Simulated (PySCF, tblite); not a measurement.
# C₅H₁₁OSi radical: geometry, infrared bands and EPR parameters

What infrared bands and EPR parameters should C₅H₁₁OSi radical (`C=C([CH]C)CO[SiH3]`) show?

Programs: tblite 0.8.0 and PySCF 2.14.0, with density-fitted response routines of our own. Each step states its level of theory. These are calculated values for one molecule in the gas phase, unless marked as measured. Atoms count from 0, in the outputs and in this text.

### 1 Starting geometry

18 atoms, charge 0, multiplicity 2; geometry from: force field or distance geometry start.

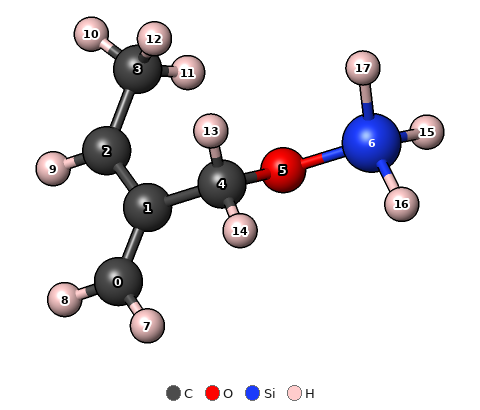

The starting geometry (carbon dark grey, oxygen red, silicon blue, hydrogen pink), atoms numbered.

### 2 Relaxing the molecule with GFN2-xTB

The job: settings as JSON, then the geometry in Å.

```
{"job": {"kind": "relax", "xc": "GFN2-xTB", "basis": "xTB"}, "charge": 0, "multiplicity": 2}
C     -0.703000    -2.399800     0.406300
C     -0.673400    -1.056600     0.254800
C     -1.790900    -0.382500    -0.332700
C     -1.809700     1.086200    -0.653500
C      0.525300    -0.263900     0.753400
O      1.200800     0.279600    -0.383400
Si     2.557500     1.208900    -0.110600
H      0.118800    -2.941100     0.856600
H     -1.556000    -2.988900     0.075600
H     -2.645300    -0.970800    -0.683300
H     -2.824900     1.388400    -0.921800
H     -1.155300     1.297600    -1.488800
H     -1.511500     1.679900     0.227900
H      0.191600     0.533200     1.419900
H      1.206200    -0.901200     1.315400
H      3.121900     1.666500    -1.384600
H      3.559700     0.401000     0.633500
H      2.179500     2.370000     0.723800
```

Command:

```
$ OMP_NUM_THREADS=1 python probes_run.py task.json out
```

One launch serves the whole session: the jobs run in the order shown.

Standard output:

```text
step      E/eV     max force
  0    -600.58063    1.714
  1    -600.67016    0.716
  2    -600.70095    0.419
  3    -600.71818    0.357
  4    -600.72905    0.319
  5    -600.73759    0.291
  6    -600.74817    0.239
  7    -600.75700    0.227
  8    -600.76246    0.170
  9    -600.76636    0.144
 10    -600.77039    0.154
 11    -600.77477    0.161
 12    -600.77862    0.135
 13    -600.78130    0.123
 14    -600.78323    0.137
 15    -600.78501    0.121
 16    -600.78662    0.094
 17    -600.78799    0.092
 18    -600.78935    0.096
 19    -600.79105    0.119
 20    -600.79327    0.130
 21    -600.79587    0.110
 22    -600.79839    0.116
 23    -600.80055    0.112
 24    -600.80236    0.097
 25    -600.80398    0.086
 26    -600.80554    0.081
 27    -600.80708    0.087
 28    -600.80840    0.094
 29    -600.80937    0.067
 30    -600.81001    0.050
 31    -600.81048    0.048
 32    -600.81092    0.056
 33    -600.81136    0.054
 34    -600.81177    0.041
 35    -600.81215    0.048
 36    -600.81252    0.054
 37    -600.81287    0.042
 38    -600.81313    0.033
 39    -600.81331    0.024
 40    -600.81344    0.028
 41    -600.81356    0.024
 42    -600.81364    0.022
 43    -600.81369    0.018
 44    -600.81372    0.014
 45    -600.81376    0.013
 46    -600.81380    0.014
 47    -600.81383    0.016
 48    -600.81387    0.020
 49    -600.81391    0.024
 50    -600.81396    0.022
 51    -600.81401    0.016
 52    -600.81405    0.014
 53    -600.81408    0.015
 54    -600.81412    0.020
 55    -600.81417    0.023
 56    -600.81422    0.019
 57    -600.81426    0.015
 58    -600.81430    0.017
 59    -600.81434    0.020
 60    -600.81439    0.019
 61    -600.81443    0.016
 62    -600.81445    0.013
 63    -600.81449    0.015
 64    -600.81453    0.022
 65    -600.81461    0.030
 66    -600.81470    0.030
 67    -600.81479    0.022
 68    -600.81487    0.023
 69    -600.81496    0.020
 70    -600.81505    0.023
 71    -600.81512    0.023
 72    -600.81519    0.022
 73    -600.81526    0.023
 74    -600.81534    0.023
 75    -600.81541    0.019
 76    -600.81547    0.013
 77    -600.81552    0.017
 78    -600.81558    0.020
 79    -600.81564    0.022
 80    -600.81573    0.023
 81    -600.81582    0.023
 82    -600.81593    0.021
 83    -600.81604    0.025
 84    -600.81613    0.020
 85    -600.81618    0.013
 86    -600.81622    0.015
 87    -600.81626    0.017
 88    -600.81629    0.018
 89    -600.81633    0.013
 90    -600.81635    0.013
 91    -600.81637    0.012
 92    -600.81638    0.011
 93    -600.81641    0.009
```

It took 0.58 s on 1 thread of Arm Neoverse V1, shared host.

Relaxation path: (not every step is listed)

```tsv
step	energy from step 0 (eV)	largest force (eV/Å)
0	0.0000	1.7137
1	-0.0895	0.7156
2	-0.1203	0.4188
3	-0.1375	0.3571
4	-0.1484	0.3189
5	-0.1570	0.2913
6	-0.1675	0.2394
7	-0.1764	0.2275
8	-0.1818	0.1702
16	-0.2060	0.0937
24	-0.2217	0.0968
32	-0.2303	0.0556
40	-0.2328	0.0282
48	-0.2332	0.0204
56	-0.2336	0.0188
64	-0.2339	0.0221
72	-0.2346	0.0223
80	-0.2351	0.0233
88	-0.2357	0.0179
89	-0.2357	0.0127
90	-0.2357	0.0128
91	-0.2357	0.0117
92	-0.2357	0.0114
93	-0.2358	0.0090
```

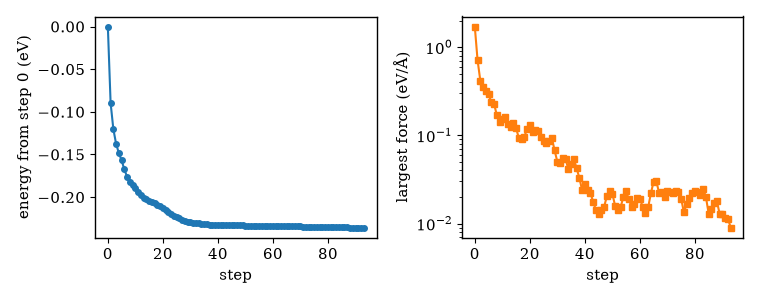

Energy and force, step by step.

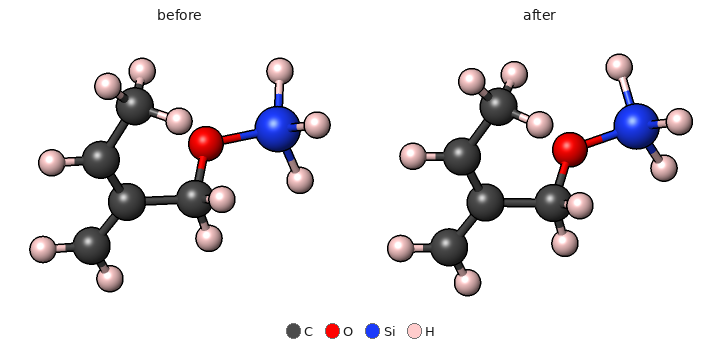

Before and after, at one scale.

Close pairs (by a distance rule), those that changed most:

```tsv
bond	before (Å)	after (Å)	change (Å)
O5–Si6	1.667	1.615	-0.052
C1–C2	1.431	1.386	-0.045
C4–O5	1.430	1.400	-0.030
C2–C3	1.503	1.482	-0.021
Si6–H16	1.487	1.466	-0.021
C0–C1	1.352	1.372	+0.020
C2–H9	1.095	1.080	-0.015
Si6–H15	1.467	1.453	-0.014
```

The next job starts from the end point, and lists it.

### 3 Infrared spectrum with GFN2-xTB

The job: settings as JSON, then the geometry in Å.

```
{"job": {"kind": "ir", "xc": "GFN2-xTB", "basis": "xTB"}, "charge": 0, "multiplicity": 2}
C     -0.758718    -2.435566     0.428264
C     -0.701840    -1.074533     0.262245
C     -1.686430    -0.376796    -0.419988
C     -1.685475     1.089354    -0.637427
C      0.478927    -0.318627     0.828868
O      1.202246     0.292177    -0.202544
Si     2.485298     1.269965    -0.127710
H      0.009393    -2.973714     0.951720
H     -1.583813    -3.005181     0.040463
H     -2.498787    -0.945401    -0.847507
H     -2.642349     1.426508    -1.027867
H     -0.902779     1.367891    -1.346649
H     -1.469541     1.625125     0.288157
H      0.130572     0.447928     1.535224
H      1.132496    -1.005939     1.378322
H      2.621571     1.576957    -1.541395
H      3.653331     0.594891     0.446725
H      2.207139     2.451279     0.699465
```

Standard output:

```text
mode    cm-1     km/mol
  1     -40.8      1.51
  2      25.4      0.64
  3      79.8      1.70
  4     125.5      0.43
  5     161.9      1.16
  6     191.2      1.06
  7     215.8      1.06
  8     293.7      0.48
  9     400.5      1.41
 10     492.6      4.97
 11     531.0      0.80
 12     563.0      2.54
 13     600.6     61.61
 14     632.9     69.21
 15     679.0      7.19
 16     746.1    198.72
 17     753.5     48.47
 18     801.2    253.12
 19     839.1     83.86
 20     853.6    295.93
 21     869.8     58.73
 22     943.5      1.00
 23     971.6      2.96
 24     994.0      5.88
 25    1057.1      4.17
 26    1140.8    155.51
 27    1156.9    103.29
 28    1217.2      4.50
 29    1282.2      5.27
 30    1328.5      8.54
 31    1378.2      1.12
 32    1394.7      8.94
 33    1453.0      9.16
 34    1468.4     12.55
 35    1474.7      3.72
 36    1482.8      0.74
 37    1489.9      1.92
 38    2198.1    387.15
 39    2239.0    221.50
 40    2349.9    249.54
 41    2868.7     50.49
 42    2917.2     46.06
 43    2959.2     12.17
 44    2988.8     15.97
 45    3040.3     27.26
 46    3080.1     44.78
 47    3120.0     19.00
 48    3155.1     36.45
```

Wall time 0.58 s (1 thread of Arm Neoverse V1, shared host).

Which atoms move in the most intense modes:

```tsv
cm⁻¹	km/mol	atoms
746	198.7	H15 59 %, H17 17 %, H16 16 %
801	253.1	H16 31 %, H17 30 %, H15 28 %
854	295.9	C4 23 %, O5 21 %, Si6 20 %
1141	155.5	O5 44 %, C4 25 %
1157	103.3	C2 23 %, C3 18 %, O5 15 %, H9 14 %
2198	387.1	H17 72 %, H16 24 %
2239	221.5	H16 73 %, H17 25 %
2350	249.5	H15 97 %
```

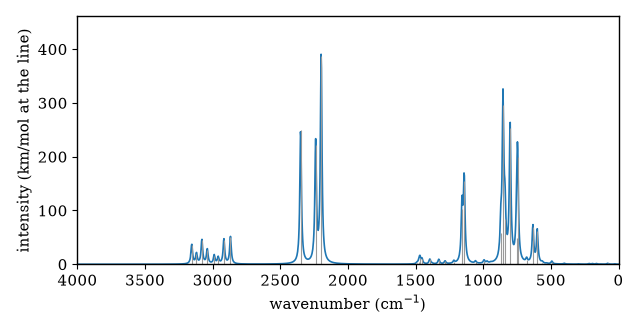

The infrared spectrum from these modes, unscaled. Lines are broadened to a width of 14 cm⁻¹ (Lorentzian).

### 4 EPR parameters: B3LYP/pcH-1

The job, as its differences from that of step 3:

```diff
@@ -1,2 +1,2 @@
-{"job": {"kind": "ir", "xc": "GFN2-xTB", "basis": "xTB"}, "charge": 0, "multiplicity": 2}
+{"job": {"kind": "epr", "basis": "pcH-1"}, "charge": 0, "multiplicity": 2}
 C     -0.758718    -2.435566     0.428264
```

Level: UKS B3LYP, pcH-1 on C H O Si, non-relativistic, mean-field spin-orbit, GIAO.

Standard output:

```text
UKS, coarse grid
  cycle   1  E = -561.73905484  |g| = 5.70e-01
  cycle   2  E = -561.52105993  |g| = 9.52e-01
  cycle   3  E = -561.85697309  |g| = 1.07e-01
  cycle   4  E = -561.86115431  |g| = 4.23e-02
  cycle   5  E = -561.86206815  |g| = 1.17e-02
  cycle   6  E = -561.86213609  |g| = 7.28e-03
  cycle   7  E = -561.86217605  |g| = 2.29e-03
  cycle   8  E = -561.86218357  |g| = 5.94e-04
UKS, final grid
  cycle   1  E = -561.86222092  |g| = 7.58e-04
  cycle   2  E = -561.86222063  |g| = 1.11e-03
  cycle   3  E = -561.86222122  |g| = 8.93e-05
  cycle   4  E = -561.86222122  |g| = 4.23e-05
  cycle   5  E = -561.86222123  |g| = 2.68e-05
E = -561.86222123 Eh   <S^2> = 0.7768 (exact 0.7500)
g shifts (ppm)      1          2          3
  rmc          -138       -138       -138
  gc             -0         35         23
  oz_so          23        557        765
  total        -115        454        650
hyperfine (MHz)  atom isotope    a_iso     a_fc   dipolar eigenvalues
    0   13C      51.62      51.68    -48.91    -47.02     95.93
    1   13C     -48.43     -48.45    -28.62     11.76     16.86
    2   13C      59.72      59.79    -55.18    -54.04    109.22
    3   13C     -23.81     -23.82     -1.89      0.87      1.02
    4   13C       4.43       4.43     -0.76     -0.28      1.03
    5   17O       9.61       9.61     -0.84     -0.35      1.20
    6  29Si       0.46       0.47     -0.15     -0.08      0.24
    7    1H     -39.68     -39.69    -24.08     -0.11     24.19
    8    1H     -37.49     -37.50    -19.99     -1.70     21.69
    9    1H     -42.75     -42.76    -22.96     -1.98     24.94
   10    1H       6.06       6.06     -3.36     -2.74      6.11
   11    1H      97.84      97.84     -4.03     -2.32      6.35
   12    1H      60.19      60.19     -3.48     -2.77      6.25
   13    1H     -10.87     -10.87     -2.38     -0.68      3.06
   14    1H      -1.88      -1.88     -2.06     -1.48      3.54
   15    1H       0.01       0.01     -0.58     -0.41      0.99
   16    1H       0.15       0.15     -0.41     -0.34      0.75
   17    1H      -0.08      -0.08     -0.50     -0.39      0.89
```

Wall time 86 s (1 thread of Arm Neoverse V1, shared host); peak memory 1.1 GiB.

Principal g values 2.00220, 2.00277, 2.00297; g(iso) = 2.00265, against 2.00232 for a free electron.

Mean a(iso) over the nuclei that a row names, and the largest dipolar term of the row (other rows stand at the frozen geometry):

```tsv
nuclei	isotope	a(iso) (MHz)	a(iso) (G, at g = 2.0023)	largest dipolar term (MHz)
C2	13C	59.7	21.3	109.2
H10, H11, H12	1H	54.7	19.5	6.3
C0	13C	51.6	18.4	95.9
C1	13C	-48.4	-17.3	-28.6
H9	1H	-42.7	-15.3	24.9
H7	1H	-39.7	-14.2	24.2
H8	1H	-37.5	-13.4	21.7
C3	13C	-23.8	-8.5	-1.9
O5	17O	9.6	3.4	1.2
H13, H14	1H	-6.4	-2.3	3.5
C4	13C	4.4	1.6	1.0
Si6	29Si	0.5	0.2	0.2
H15, H16, H17	1H	0.0	0.0	1.0
```

Mulliken spin populations:

C0 0.65; C1 -0.26; C2 0.69; C3 -0.06; C4 0.01; O5 0.00; Si6 0.00; H7 -0.03; H8 -0.03; H9 -0.03; H10 0.00; H11 0.04; H12 0.02; H13 0.00; H14 0.00; H15 0.00; H16 0.00; H17 0.00

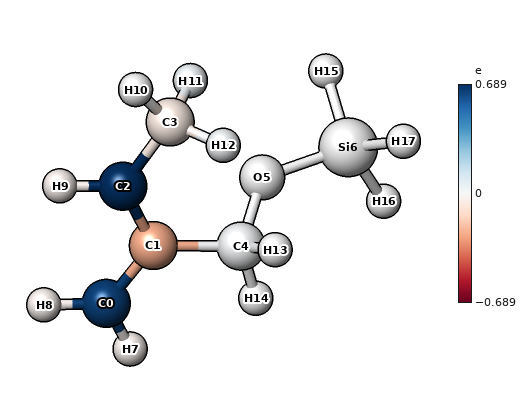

Mulliken spin populations, as colours on the atoms.

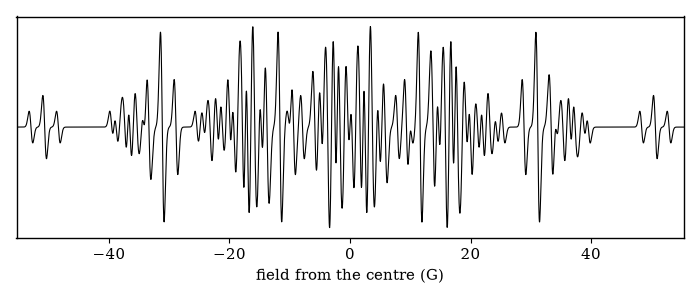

First-order isotropic spectrum (first derivative, main isotopes with spin only, couplings over 0.8 MHz, Gaussian width 0.3 G; couplings of the frozen geometry, rotation of groups not averaged beyond the rows shown).

Orbitals, density, ELF and potential are computed afterwards from the orbital file.

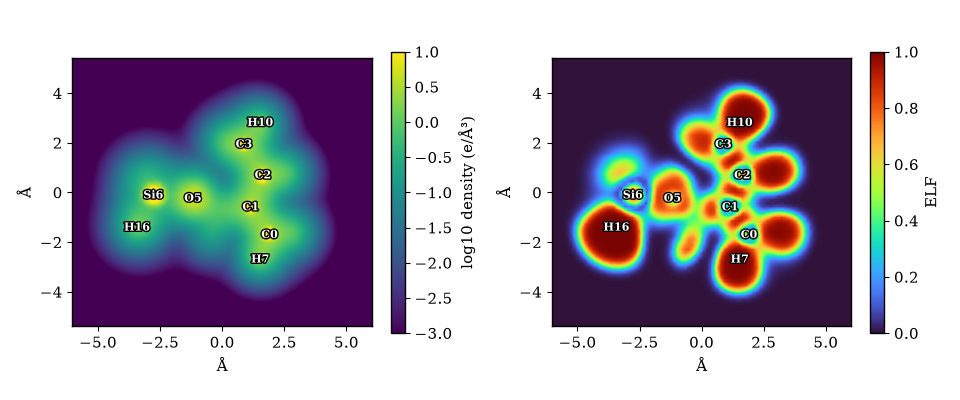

Density (left) and ELF (right) in a plane through or near 9 of the atoms.

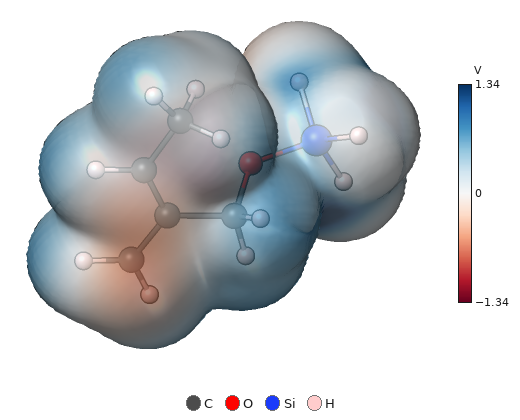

The potential that a unit positive charge feels on the 0.002 e/bohr³ surface, from -1.24 V near O5 to 1.34 V near H16.

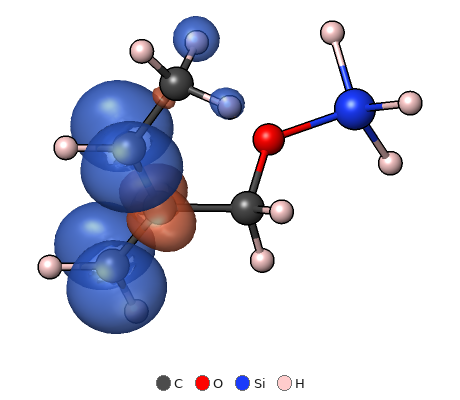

Spin density at ±0.03 e/Å³ (alpha excess blue, beta excess red).

### 5 Outcome

```
                                                                  quantity                  value
                                 strongest single infrared mode (GFN2-xTB)  2198 cm⁻¹, 387 km/mol
                                              zero-point energy (GFN2-xTB)          87.2 kcal/mol
                                                            g(iso) (B3LYP)                2.00265
                                                                      ⟨S²⟩     0.777 (exact 0.75)
                                        largest a(iso) (averaged by class)    13C on C2, 59.7 MHz
potential on the surface of density 0.002 e/bohr³, 1st and 99th percentile     -1.24 V and 1.34 V
```

In words: Over 93 steps the energy fell by 0.236 eV; of the close pairs, O5–Si6 changed most, 1.667 to 1.615 Å. The lowest mode is imaginary (41i cm⁻¹), so the xTB geometry is not a minimum: the zero-point energy counts the real modes alone, and all values at this geometry belong to a saddle point. The strongest single mode, at 2198 cm⁻¹, moves mainly H17. Unscaled tight-binding wavenumbers are off by several per cent, some by more. Its intensities can rank the bands wrongly. The largest spin populations lie on C2 (0.69 e), C0 (0.65 e). The isotropic g lies 0.3 ppt above the free-electron value. These values are for one conformer; the search (at its own cheap level) found 2 more, at 0.00, 0.32 kcal/mol (those within 0.05 may be mirror or relabelled copies), and measured spectra average over such forms.
